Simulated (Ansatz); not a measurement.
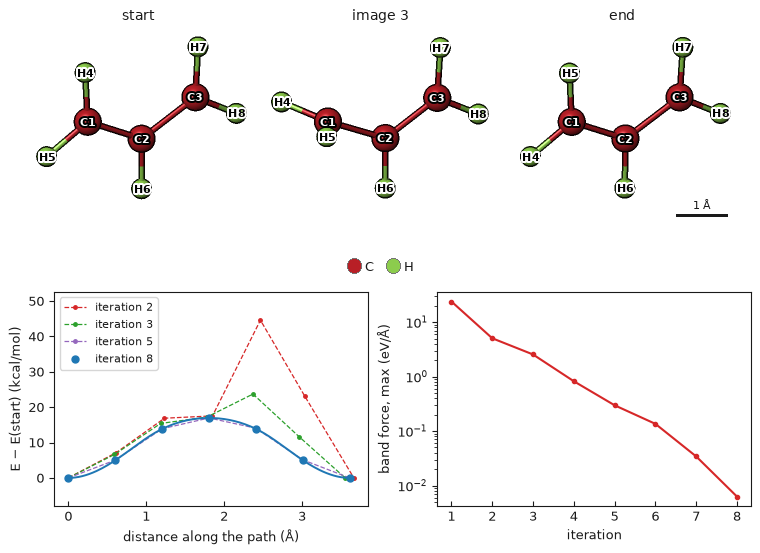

A nudged-elastic-band calculation for C3H5 (multiplicity 2). Images are numbered from 0 (start) to 6 (end). The plot follows the band through its iterations. A ball-and-stick model, seen at a tilt.

Method: UKS PBE0-D4/cc-pVDZ in Ansatz. Settings: 5 movable images; climbing image; force threshold 0.03 eV/Å; iteration limit 60; starting path through a guess of the saddle point.

### Did the band converge, and can the barrier be trusted?

The result is final at these settings. The band converged in 8 iterations. The largest component of the band force went from 24 to 0.0063 eV/Å. The climbing image converged on the top of the path. Its vibrational analysis gives one imaginary mode (403i cm⁻¹), as a transition state must have. The first iteration put the highest image at 142.3 kcal/mol. The barrier is about 16.9 kcal/mol in both directions, with image 3 at the top; the ends have the same energy.
